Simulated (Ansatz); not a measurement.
# CH₃AlFOSb: up Jacob's ladder to CCSD(T), part 2 of 2

Ansatz 0.2.0, Gaussian basis; functionals in def2-TZVPP, the program's frozen cores in correlated methods. Earlier steps stand in the parts before.

## Step 14: CAM-B3LYP-D4 (range-separated)

The input, in.yaml:

```yaml
crystal:
  periodic: [false, false, false]
  atoms:
    - {symbol: F, position_ang: [-1.490577, -1.246006, -0.230450]}
    - {symbol: Sb, position_ang: [0.640107, -2.013469, -0.610807]}
    - {symbol: O, position_ang: [0.916492, -0.209619, -1.289011]}
    - {symbol: C, position_ang: [0.509562, 0.821401, -0.342035]}
    - {symbol: Al, position_ang: [-0.566861, -0.254788, 0.946029]}
    - {symbol: H, position_ang: [-0.047092, 1.576950, -0.908532]}
    - {symbol: H, position_ang: [1.410899, 1.313485, 0.040072]}
    - {symbol: H, position_ang: [-1.280328, -0.044954, 2.338835]}
basis:
  gaussian: {orbitals: def2-TZVPP}
hamiltonian: {xc: {name: CAM-B3LYP}, dispersion: d4}
output: {orbitals: {seedname: orbitals}}
```

Launch:

```bash
> ansatz run in.yaml --threads 4 --pin off --events-out ev --progress --plain --max-ram 10444MiB
```

The program printed (excerpt; [...] marks lines left out):

```text
Functional definition: CAM-B3LYP
  name "CAM-B3LYP"
  cite "Yanai, Tew & Handy, Chem. Phys. Lett. 393, 51 (2004) doi:10.1016/j.cplett.2004.06.011"
  cite "Iikura, Tsuneda, Yanai & Hirao, J. Chem. Phys. 115, 3540 (2001) doi:10.1063/1.1383587"
  cite "Becke, Phys. Rev. A 38, 3098 (1988) doi:10.1103/PhysRevA.38.3098"
  cite "Lee, Yang & Parr, Phys. Rev. B 37, 785 (1988) doi:10.1103/PhysRevB.37.785"
  cite "Vosko, Wilk & Nusair, Can. J. Phys. 58, 1200 (1980) doi:10.1139/p80-159"
[...]
  # Exact exchange under (alpha + beta erf(omega r))/r, Becke's under what is left of 1/r.
[...]
1388 factors; their error is unknown
315 factors; integrals over basis functions are off by at most 3.9e-5 eV
[...]
mean field -18985.86441412 eV, -697.7176481380 hartree, gradient 7.3e-5 eV, S^2 0.000000; 0 other end points of the search recorded, 0 dependent functions left out
reference -18985.86454686 eV, -697.7176530159 hartree; 31, 31 occupied and 196, 196 virtual orbitals, 1388 factors
Total energy: -18986.05564560 eV, -697.7246757649 hartree
```

Run time: 3.2 s. Hardware: 4 threads of Arm Neoverse V2, shared host; peak memory 0.67 GiB.

With the free atoms at this level, -18958.813 eV in sum, the atomisation energy is 628.2 kcal/mol. HOMO -7.13 eV, LUMO -1.82 eV.

## Step 15: LC-ωPBE (range-separated)

Changes to in.yaml since step 14:

```diff
@@ -13,3 +13,3 @@
   gaussian: {orbitals: def2-TZVPP}
-hamiltonian: {xc: {name: CAM-B3LYP}, dispersion: d4}
+hamiltonian: {xc: {name: LC-wPBE}}
 output: {orbitals: {seedname: orbitals}}
```

Launched as before.

The program printed (excerpt; [...] marks lines left out):

```text
Functional definition: LC-wPBE
  name "LC-wPBE"
  cite "Vydrov & Scuseria, J. Chem. Phys. 125, 234109 (2006) doi:10.1063/1.2409292"
  cite "Heyd & Scuseria, J. Chem. Phys. 120, 7274 (2004) doi:10.1063/1.1668634"
  cite "Ernzerhof & Perdew, J. Chem. Phys. 109, 3313 (1998) doi:10.1063/1.476928"
  cite "Perdew, Burke & Ernzerhof, Phys. Rev. Lett. 77, 3865 (1996) doi:10.1103/PhysRevLett.77.3865"
  parent pbe
[...]
1316 factors; their error is unknown
426 factors; integrals over basis functions are off by at most 3.0e-5 eV
[...]
mean field -18982.88490337 eV, -697.6081531372 hartree, gradient 7.3e-5 eV, S^2 0.000000; 0 other end points of the search recorded, 0 dependent functions left out
reference -18982.88490337 eV, -697.6081531374 hartree; 31, 31 occupied and 196, 196 virtual orbitals, 1316 factors
Total energy: -18982.88490337 eV, -697.6081531374 hartree
```

It took 2.5 s on 4 threads of Arm Neoverse V2, shared host; peak memory 0.42 GiB.

With the free atoms at this level, -18955.966 eV in sum, the atomisation energy is 620.8 kcal/mol. HOMO -8.36 eV, LUMO -0.67 eV.

## Step 16: ωB97X-V (range-separated)

Changes to in.yaml since step 15:

```diff
@@ -13,3 +13,3 @@
   gaussian: {orbitals: def2-TZVPP}
-hamiltonian: {xc: {name: LC-wPBE}}
+hamiltonian: {xc: {name: wB97X-V}}
 output: {orbitals: {seedname: orbitals}}
```

Same command.

The program printed (excerpt; [...] marks lines left out):

```text
Functional definition: wB97X-V
  name "wB97X-V"
  cite "Mardirossian & Head-Gordon, Phys. Chem. Chem. Phys. 16, 9904 (2014) doi:10.1039/C3CP54374A"
  cite "Becke, J. Chem. Phys. 107, 8554 (1997) doi:10.1063/1.475007"
  cite "Vydrov & Van Voorhis, J. Chem. Phys. 133, 244103 (2010) doi:10.1063/1.3521275"
[...]
      + integral(e_c_pw_opposite_spin*poly(b97_u_opposite, cos0, cos1)) + vv10(b, c)
1388 factors; their error is unknown
301 factors; integrals over basis functions are off by at most 1.5e-5 eV
[...]
mean field -18984.31649033 eV, -697.6607629878 hartree, gradient 5.7e-5 eV, S^2 0.000000; 0 other end points of the search recorded, 0 dependent functions left out
reference -18984.31648813 eV, -697.6607629067 hartree; 31, 31 occupied and 196, 196 virtual orbitals, 1388 factors
Total energy: -18984.31648813 eV, -697.6607629067 hartree
```

It took 7.5 s on 4 threads of Arm Neoverse V2, shared host; peak memory 0.73 GiB.

Atomisation energy: 632.4 kcal/mol (free atoms -18956.894 eV, run apart). HOMO -8.07 eV, LUMO -0.78 eV.

## Step 17: ωB97M-V (range-separated)

Changes to in.yaml since step 16:

```diff
@@ -13,3 +13,3 @@
   gaussian: {orbitals: def2-TZVPP}
-hamiltonian: {xc: {name: wB97X-V}}
-output: {orbitals: {seedname: orbitals}}
+hamiltonian: {xc: {name: wB97M-V}}
+output: {forces: true, orbitals: {seedname: orbitals}}
```

The command is unchanged.

The program printed (excerpt; [...] marks lines left out):

```text
Functional definition: wB97M-V
  name "wB97M-V"
  cite "Mardirossian & Head-Gordon, J. Chem. Phys. 144, 214110 (2016) doi:10.1063/1.4952647"
  cite "Becke, J. Chem. Phys. 107, 8554 (1997) doi:10.1063/1.475007"
  cite "Vydrov & Van Voorhis, J. Chem. Phys. 133, 244103 (2010) doi:10.1063/1.3521275"
  # Of w^i u^j: cxij and so on, Table III.
[...]
  gx(w, u) = 1 - cx + cx01*u + cx10*w
  gss(w, u) = css00 + css04*u^4 + css10*w + css20*w^2 + css43*w^4*u^3
  gos(w, u) = cos00 + cos10*w + (cos20 + cos21*u)*w^2 + (cos60 + cos61*u)*w^6
[...]
      + integral(e_c_pw_mod_opposite_spin*gos(b97_w_opposite, b97_u_opposite)) + vv10(b, c)
1357 factors; their error is unknown
301 factors; integrals over basis functions are off by at most 1.5e-5 eV
[...]
mean field -18984.75581265 eV, -697.6769077853 hartree, gradient 7.9e-5 eV, S^2 0.000000; 0 other end points of the search recorded, 0 dependent functions left out
[...]
reference -18984.75586633 eV, -697.6769097579 hartree; 31, 31 occupied and 196, 196 virtual orbitals, 1357 factors
Total energy: -18984.75586633 eV, -697.6769097579 hartree
Atom 0 at    -1.490577    -1.246006    -0.230450 Å, force     0.005756     0.005298     0.011894 eV/Å
Atom 1 at     0.640107    -2.013469    -0.610807 Å, force     0.053230    -0.009243    -0.037368 eV/Å
Atom 2 at     0.916492    -0.209619    -1.289011 Å, force     0.018334    -0.214625    -0.093702 eV/Å
Atom 3 at     0.509562     0.821401    -0.342035 Å, force    -0.037597     0.212782     0.166758 eV/Å
Atom 4 at    -0.566861    -0.254788     0.946029 Å, force    -0.120793     0.139075     0.057928 eV/Å
Atom 5 at    -0.047092     1.576950    -0.908532 Å, force     0.039889    -0.062447     0.078305 eV/Å
Atom 6 at     1.410899     1.313485     0.040072 Å, force    -0.074877    -0.026634    -0.030822 eV/Å
Atom 7 at    -1.280328    -0.044954     2.338835 Å, force     0.116058    -0.044207    -0.152993 eV/Å
Dipole moment:     0.217693    -0.174617     0.244175 e Å
```

Run time: 11 s. Hardware: 4 threads of Arm Neoverse V2, shared host; peak memory 0.84 GiB.

With the free atoms at this level, -18957.571 eV in sum, the atomisation energy is 626.9 kcal/mol. HOMO -7.92 eV, LUMO -0.90 eV.

## Step 18: B2PLYP (double hybrid)

Changes to in.yaml since step 17:

```diff
@@ -13,3 +13,2 @@
   gaussian: {orbitals: def2-TZVPP}
-hamiltonian: {xc: {name: wB97M-V}}
-output: {forces: true, orbitals: {seedname: orbitals}}
+hamiltonian: {xc: {name: B2PLYP}}
```

Launched as before.

The program printed (excerpt; [...] marks lines left out):

```text
Functional definition: B2PLYP
  name "B2PLYP"
  cite "Grimme, J. Chem. Phys. 124, 034108 (2006) doi:10.1063/1.2148954"
  cite "Becke, Phys. Rev. A 38, 3098 (1988) doi:10.1103/PhysRevA.38.3098"
  cite "Lee, Yang & Parr, Phys. Rev. B 37, 785 (1988) doi:10.1103/PhysRevB.37.785"
[...]
1546 factors; integrals over basis functions are off by at most 9.6e-4 eV
[...]
mean field -18965.80694904 eV, -696.9805498917 hartree, gradient 3.7e-6 eV, S^2 0.000000; 0 other end points of the search recorded, 0 dependent functions left out
12 core orbitals not correlated: weight in the atoms' cores, before any rotation towards them, 1.000 or more for the frozen orbitals, at most 0.000 for the correlated occupied ones
reference -18965.80712035 eV, -696.9805561871 hartree; 19, 19 occupied and 196, 196 virtual orbitals, 1546 factors
second order -35.41744869 eV of doubles, -0.00000000 eV of singles
Total energy: -18975.36983150 eV, -697.3319793398 hartree
```

It took 6 s on 4 threads of Arm Neoverse V2, shared host; peak memory 0.63 GiB.

Atomisation energy: 616.6 kcal/mol (free atoms -18948.632 eV, run apart).

## Step 19: PBE-QIDH (double hybrid)

Changes to in.yaml since step 18:

```diff
@@ -13,2 +13,2 @@
   gaussian: {orbitals: def2-TZVPP}
-hamiltonian: {xc: {name: B2PLYP}}
+hamiltonian: {xc: {name: PBE-QIDH}}
```

Same command.

The program printed (excerpt; [...] marks lines left out):

```text
Functional definition: PBE-QIDH
  name "PBE-QIDH"
  cite "Brémond, Sancho-García, Pérez-Jiménez & Adamo, J. Chem. Phys. 141, 031101 (2014) doi:10.1063/1.4890314"
  cite "Perdew, Burke & Ernzerhof, Phys. Rev. Lett. 77, 3865 (1996) doi:10.1103/PhysRevLett.77.3865"
[...]
1546 factors; integrals over basis functions are off by at most 9.6e-4 eV
[...]
mean field -18959.13565306 eV, -696.7353842861 hartree, gradient 3.8e-6 eV, S^2 0.000000; 0 other end points of the search recorded, 0 dependent functions left out
12 core orbitals not correlated: weight in the atoms' cores, before any rotation towards them, 1.000 or more for the frozen orbitals, at most 0.000 for the correlated occupied ones
reference -18959.13566692 eV, -696.7353847954 hartree; 19, 19 occupied and 196, 196 virtual orbitals, 1546 factors
second order -32.88467094 eV of doubles, -0.00000000 eV of singles
Total energy: -18970.09722389 eV, -697.1382145844 hartree
```

Run time: 6.5 s. Hardware: 4 threads of Arm Neoverse V2, shared host; peak memory 0.64 GiB.

Atomisation energy: 612.2 kcal/mol (free atoms -18943.551 eV, run apart).

## Step 20: Orbital energies across the functionals

Dipoles come from the runs that computed forces. Levels, from each run's orbital file:

```
  functional  HOMO (eV)  LUMO (eV)  gap (eV)  dipole (D)
 LDA (SPW92)      -5.11      -3.85      1.26            
      PBE-D4      -4.96      -3.60      1.36        1.41
   revPBE-D4      -4.90      -3.50      1.40            
     BLYP-D4      -4.80      -3.49      1.31            
   r2SCAN-D4      -5.17      -3.51      1.66        1.48
      B97M-V      -5.19      -3.49      1.70            
     PBE0-D4      -5.95      -2.85      3.10            
    B3LYP-D4      -5.76      -3.07      2.69        1.69
  r2SCANh-D4      -5.54      -3.22      2.31            
  r2SCAN0-D4      -6.09      -2.80      3.29            
    HSE06-D4      -5.56      -3.22      2.34            
    BHLYP-D4      -6.81      -2.02      4.79            
CAM-B3LYP-D4      -7.13      -1.82      5.31            
     LC-ωPBE      -8.36      -0.67      7.69            
     ωB97X-V      -8.07      -0.78      7.29            
     ωB97M-V      -7.92      -0.90      7.02        1.78
```

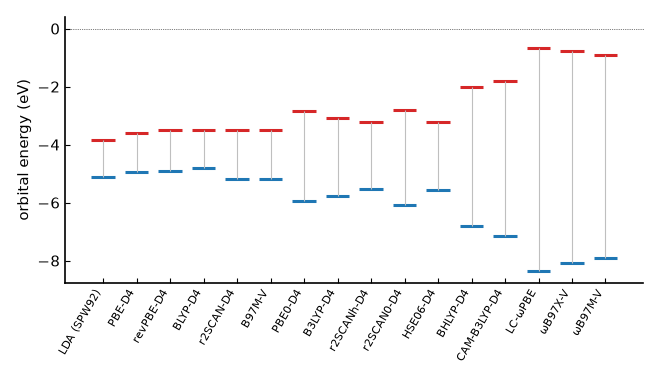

Highest occupied (blue) and lowest empty (red) level by functional.

## Step 21: CCSD(T) in def2-SVP

Changes to in.yaml since step 19:

```diff
@@ -12,3 +12,3 @@
 basis:
-  gaussian: {orbitals: def2-TZVPP}
-hamiltonian: {xc: {name: PBE-QIDH}}
+  gaussian: {orbitals: def2-SVP}
+correlation: {method: ccsd_t}
```

The command is unchanged.

The program printed (excerpt; [...] marks lines left out):

```text
Functional definition: HF
  name "HF"
  cite "Fock, Z. Phys. 61, 126 (1930) doi:10.1007/BF01340294"
  parent pbe
[...]
1047 factors; integrals over basis functions are off by at most 1.2e-3 eV
[...]
mean field -18907.74379761 eV, -694.8467684332 hartree, gradient 2.0e-6 eV, S^2 0.000000; 0 other end points of the search recorded, 0 dependent functions left out; unrestricted orbitals would lower it
[...]
12 core orbitals not correlated: weight in the atoms' cores, before any rotation towards them, 1.000 or more for the frozen orbitals, at most 0.000 for the correlated occupied ones
reference -18907.74379761 eV, -694.8467684332 hartree; 19, 19 occupied and 70, 70 virtual orbitals, 1047 factors
second order -18.50196848 eV of doubles, -0.00000000 eV of singles
cycle   1  -18.65468446 eV  change   -1.5e-1 eV  update   1.4e-1
[...]
cycle  13  -19.40597422 eV  change    1.7e-5 eV  update   2.1e-5
perturbative correction -0.57962620 eV, -0.0213008698 hartree
Total energy: -18927.72939802 eV, -695.5812257016 hartree
```

Wall time 6.5 s (4 threads of Arm Neoverse V2, shared host); peak memory 0.48 GiB.

## Step 22: CCSD(T) in def2-TZVPP

Changes to in.yaml since step 21:

```diff
@@ -12,3 +12,4 @@
 basis:
-  gaussian: {orbitals: def2-SVP}
+  gaussian: {orbitals: def2-TZVPP}
 correlation: {method: ccsd_t}
+output: {orbitals: {seedname: orbitals}}
```

Same command.

The program printed (excerpt; [...] marks lines left out):

```text
Functional definition: HF
  name "HF"
  cite "Fock, Z. Phys. 61, 126 (1930) doi:10.1007/BF01340294"
  parent pbe
[...]
1546 factors; integrals over basis functions are off by at most 9.6e-4 eV
[...]
mean field -18917.62649614 eV, -695.2099509053 hartree, gradient 2.9e-6 eV, S^2 0.000000; 1 other end points of the search recorded, 0 dependent functions left out; unrestricted orbitals would lower it
12 core orbitals not correlated: weight in the atoms' cores, before any rotation towards them, 1.000 or more for the frozen orbitals, at most 0.000 for the correlated occupied ones
reference -18917.62649614 eV, -695.2099509053 hartree; 19, 19 occupied and 196, 196 virtual orbitals, 1546 factors
second order -29.24684388 eV of doubles, -0.00000000 eV of singles
cycle   1  -28.44865939 eV  change    8.0e-1 eV  update   1.5e-1
[...]
cycle  13  -29.40815699 eV  change    2.6e-5 eV  update   3.2e-5
perturbative correction -1.11666685 eV, -0.0410367498 hartree
Total energy: -18948.15131997 eV, -696.3317174907 hartree
```

Wall time 2.7 min (4 threads of Arm Neoverse V2, shared host); peak memory 4.2 GiB.

## Step 23: MP2 in def2-QZVPP

Changes to in.yaml since step 22:

```diff
@@ -12,4 +12,3 @@
 basis:
-  gaussian: {orbitals: def2-TZVPP}
-correlation: {method: ccsd_t}
-output: {orbitals: {seedname: orbitals}}
+  gaussian: {orbitals: "def2-QZVPP.json"}
+correlation: {method: mp2}
```

Launched as before.

The program printed:

```text
Functional definition: HF
  name "HF"
  cite "Fock, Z. Phys. 61, 126 (1930) doi:10.1007/BF01340294"
  parent pbe
  exchange = exact_x
  correlation = 0
2508 factors; integrals over basis functions are off by at most 6.8e-4 eV
mean field evaluation 1: about -18912.8940 eV, gradient 4.8e1 eV
mean field evaluation 2: about -18913.0709 eV, gradient 4.8e1 eV
mean field evaluation 4: about -18918.0836 eV, gradient 5.4e0 eV
mean field evaluation 8: about -18918.1957 eV, gradient 6.3e-1 eV
mean field evaluation 16: about -18918.1993 eV, gradient 2.7e-6 eV
mean field -18918.19926735 eV, -695.2309998591 hartree, gradient 2.8e-6 eV, S^2 0.000000; 1 other end points of the search recorded, 0 dependent functions left out; unrestricted orbitals would lower it
12 core orbitals not correlated: weight in the atoms' cores, before any rotation towards them, 1.000 or more for the frozen orbitals, at most 0.000 for the correlated occupied ones
reference -18918.19926735 eV, -695.2309998591 hartree; 19, 19 occupied and 382, 382 virtual orbitals, 2508 factors
second order -37.44466722 eV of doubles, -0.00000000 eV of singles
Total energy: -18955.64393457 eV, -696.6070659985 hartree
```

Wall time 19 s (4 threads of Arm Neoverse V2, shared host); peak memory 2.2 GiB.

Energy pieces by basis (eV):

```
     basis           HF  MP2 correlation  CCSD correlation      (T)              total
  def2-SVP  -18907.7438         -18.5020          -19.4060  -0.5796        -18927.7294
def2-TZVPP  -18917.6265         -29.2468          -29.4082  -1.1167        -18948.1513
def2-QZVPP  -18918.1993         -37.4447                             -18955.6439 (MP2)
```

The report of the def2-TZVPP run gives T1 = 0.0180.

## Step 24: From triple and quadruple zeta to the limit

No new run: Hartree-Fock is extrapolated as exp(−7.88√X) and correlation as X^−2.97, with X = 3 and 4; only MP2 was run in the larger set, so CCSD(T) minus MP2 is added from the smaller one.

```
  level  energy at the limit (eV)
     HF               -18918.2782
    MP2               -18961.7953
   CCSD               -18961.9566
CCSD(T)               -18963.0733
```

This is no true limit for total energies: MP2 correlation changes by a factor of 1.28 from triple to quadruple zeta (about 1.07 in light molecules), because outer-core shells are correlated in sets not made for them. Much of that cancels between molecule and atoms or ions.

## Step 25: RPA on PBE orbitals

Changes to in.yaml since step 23:

```diff
@@ -12,3 +12,4 @@
 basis:
-  gaussian: {orbitals: "def2-QZVPP.json"}
-correlation: {method: mp2}
+  gaussian: {orbitals: def2-TZVPP}
+hamiltonian: {xc: pbe}
+correlation: {method: rpa}
```

The command is unchanged.

The program printed (excerpt; [...] marks lines left out):

```text
Functional definition: PBE
  name "PBE"
  cite "Perdew, Burke & Ernzerhof, Phys. Rev. Lett. 77, 3865 (1996) doi:10.1103/PhysRevLett.77.3865"
  parent pbe
[...]
1546 factors; integrals over basis functions are off by at most 9.6e-4 eV
[...]
mean field -18978.04937560 eV, -697.4304507694 hartree, gradient 2.0e-6 eV, S^2 0.000000; 2 other end points of the search recorded, 0 dependent functions left out
12 core orbitals not correlated: weight in the atoms' cores, before any rotation towards them, 1.000 or more for the frozen orbitals, at most 0.000 for the correlated occupied ones
reference -18915.43550563 eV, -695.1294334894 hartree; 19, 19 occupied and 196, 196 virtual orbitals, 1546 factors
Total energy: -18959.69815867 eV, -696.7560559863 hartree
```

Run time: 7 s. Hardware: 4 threads of Arm Neoverse V2, shared host; peak memory 0.61 GiB.

RPA correlation: -44.263 eV. No RPA run of the hydrogen atom was made, so RPA has no atomisation energy below.

## Step 26: The ladder

Free atoms (1 F, 1 Sb, 1 O, 1 C, 1 Al, 3 H) were run apart at each level; the atomisation energy is their sum less the molecule, without zero-point or spin-orbit terms.

Differences are taken before rounding.

| method | rung | atoms, summed (eV) | atomisation energy (kcal/mol) | from CCSD(T)/CBS (kcal/mol) | time |
| --- | --- | --- | --- | --- | --- |
| LDA (SPW92) | LDA | -18875.569 | 743.5 | +113.3 | 1.2 s |
| PBE-D4 | GGA | -18950.245 | 646.2 | +16.0 | 2.2 s |
| revPBE-D4 | GGA | -18959.320 | 624.3 | -5.9 | 1.8 s |
| BLYP-D4 | GGA | -18958.809 | 634.1 | +3.9 | 1.9 s |
| r2SCAN-D4 | meta-GGA | -18959.798 | 628.4 | -1.8 | 4.9 s |
| B97M-V | meta-GGA | -18957.230 | 635.0 | +4.8 | 8.5 s |
| PBE0-D4 | hybrid | -18952.052 | 620.7 | -9.5 | 2.8 s |
| B3LYP-D4 | hybrid | -18963.989 | 624.9 | -5.3 | 4.2 s |
| r2SCANh-D4 | hybrid | -18959.391 | 619.2 | -11.0 | 5 s |
| r2SCAN0-D4 | hybrid | -18958.796 | 606.1 | -24.1 | 4.7 s |
| HSE06-D4 | hybrid | -18951.569 | 620.7 | -9.5 | 3 s |
| BHLYP-D4 | hybrid | -18957.863 | 593.0 | -37.2 | 2.9 s |
| CAM-B3LYP-D4 | range-separated | -18958.813 | 628.2 | -2.0 | 3.2 s |
| LC-ωPBE | range-separated | -18955.966 | 620.8 | -9.5 | 2.5 s |
| ωB97X-V | range-separated | -18956.894 | 632.4 | +2.2 | 7.5 s |
| ωB97M-V | range-separated | -18957.571 | 626.9 | -3.3 | 11 s |
| B2PLYP | double hybrid | -18948.632 | 616.6 | -13.6 | 6 s |
| PBE-QIDH | double hybrid | -18943.551 | 612.2 | -18.0 | 6.5 s |
| HF/def2-TZVPP | wavefunction | -18900.240 | 400.9 | -229.3 |  |
| MP2/def2-TZVPP | wavefunction | -18920.012 | 619.4 | -10.8 |  |
| CCSD/def2-TZVPP | wavefunction | -18921.585 | 586.9 | -43.3 |  |
| CCSD(T)/def2-SVP | wavefunction | -18902.970 | 571.0 | -59.2 | 6.5 s |
| CCSD(T)/def2-TZVPP | wavefunction | -18922.008 | 602.9 | -27.3 | 2.7 min |
| MP2/CBS | wavefunction | -18933.749 | 646.8 | +16.6 |  |
| CCSD(T)/CBS | wavefunction | -18935.745 | 630.2 | 0 | 3 min |

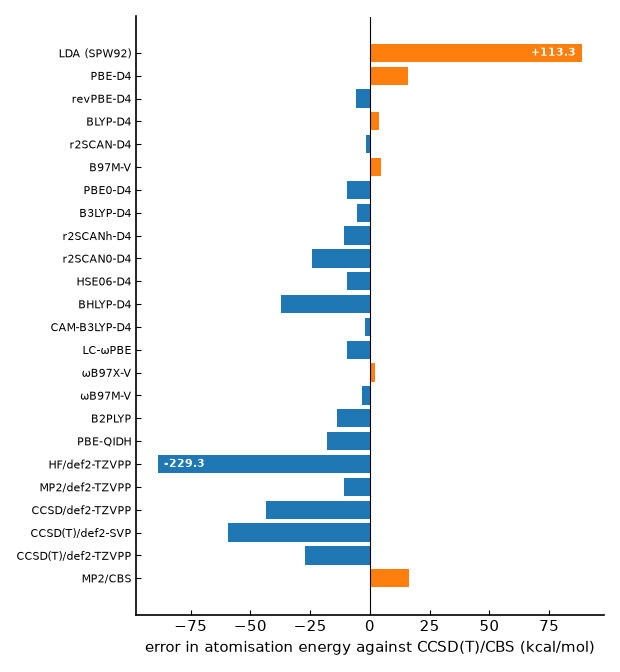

Deviations from CCSD(T)/CBS, method by method. Bars with a number in them are cut short.

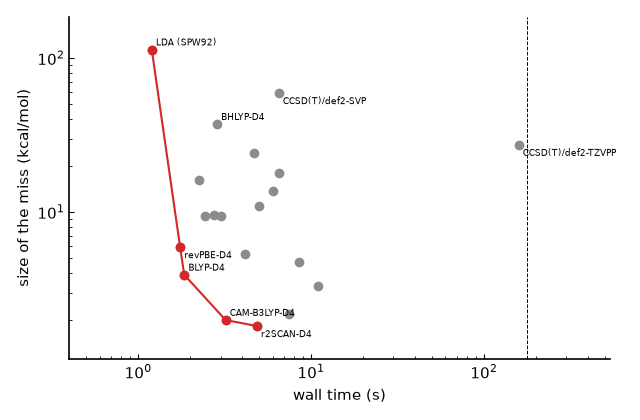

Accuracy for the time spent; red marks the levels that beat every quicker one drawn (of those quicker than the yardstick), and the dashed line is the time of CCSD(T)/CBS. Only those levels and the largest misses are named. Times are from a shared host.

LDA (SPW92), LC-ωPBE, B2PLYP, PBE-QIDH carry no dispersion term (for B3LYP, D4 adds 8.3 kcal/mol).

Times are those of the molecule's run; HF, MP2 and CCSD come out of the CCSD(T) runs, and the limit's time is the sum of the runs that it needs.

## Step 27: Summary of results

This closing draws on all 2 parts.

| quantity | value |
| --- | --- |
| atomisation energy, CCSD(T)/CBS | 630.2 kcal/mol |
| functionals within 6.3 kcal/mol (1.0 %) | revPBE-D4, BLYP-D4, r2SCAN-D4, B97M-V, B3LYP-D4, CAM-B3LYP-D4, ωB97X-V, ωB97M-V |
| farthest beyond LDA | BHLYP-D4 (-37.2 kcal/mol) |
| mean size of error, GGA | 8.6 kcal/mol |
| mean size of error, meta-GGA | 3.3 kcal/mol |
| mean size of error, hybrid | 16.1 kcal/mol |
| mean size of error, range-separated | 4.2 kcal/mol |
| mean size of error, double hybrid | 15.8 kcal/mol |
| gap, smallest and largest | 1.26 eV (LDA (SPW92)), 7.69 eV (LC-ωPBE) |
| T1 diagnostic | 0.0180 |
| triples share of the correlation energy | 3.7 % |

What this shows: LDA overbinds by 113.3 kcal/mol (18 %). PBE-D4 misses by +16.0 kcal/mol. Double hybrids carry the basis error of their MP2 part in triple zeta, and no dispersion term here, so their miss is partly the set-up's. The rungs meta-GGA, range-separated miss on average by less than the doubt on the reference (6.3 kcal/mol), so they tie. Misses under about 6.3 kcal/mol are within the doubt on the reference itself, which lacks core-valence correlation, spin-orbit coupling and higher excitations, and its outer-core shells are covered unevenly. All levels share the lack of spin-orbit coupling, which lowers the free heavy atoms and so the true binding. Hartree-Fock recovers 64 % of the binding; the rest is correlation. CCSD(T) in def2-SVP is off by -59.2 kcal/mol, which most functionals beat. Orbital gaps span 1.3 to 7.7 eV; exact exchange widens them. The restricted reference is unstable towards a spin-broken one. Correlated methods include outer-core shells of Sb, which these sets cover unevenly.

For cost: r2SCAN-D4 gets within 1.8 kcal/mol in 4.9 s, where CCSD(T)/CBS took 3 min; the quickest level in the cost chart, LDA (SPW92), takes 1.2 s and misses by 113.3 kcal/mol.
